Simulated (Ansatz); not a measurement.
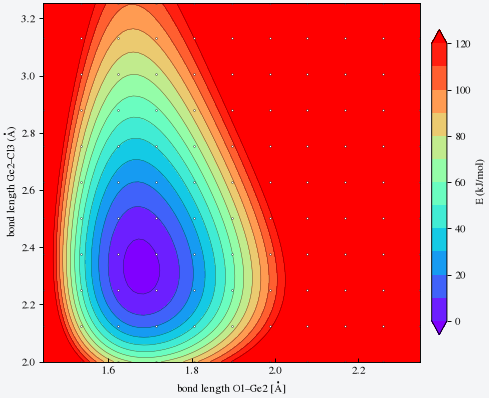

ClGeH₂O, SMILES [O-][GeH2][Cl], charge −1. 
- Coordinates scanned: (1) bond length O1–Ge2; (2) bond length Ge2–Cl3.
- Nothing is relaxed (all other coordinates rigid).
- The grid has 11 × 11 points.
- Points are written as (first, second).
- All energies are given in kJ/mol relative to the lowest grid point.
- Theory: Ansatz, RKS wB97M-V/def2-SVPD.

The picture shows filled contours, dots at the grid points, one colour for all values above the top of the scale. Between grid points the surface is interpolated.

**Where is the minimum, and how stiff is the well along each coordinate?**

The interpolated minimum is at bond length O1–Ge2 ≈ 1.678 Å, bond length Ge2–Cl3 ≈ 2.325 Å. The curvatures there are about 39 eV/Å² and 8.3 eV/Å², with a cross term of about 1 eV/Å². Round the minimum the two coordinates are weakly coupled (coupling 0.07 in units of the two stiffnesses). (1 eV is 96.5 kJ/mol.)
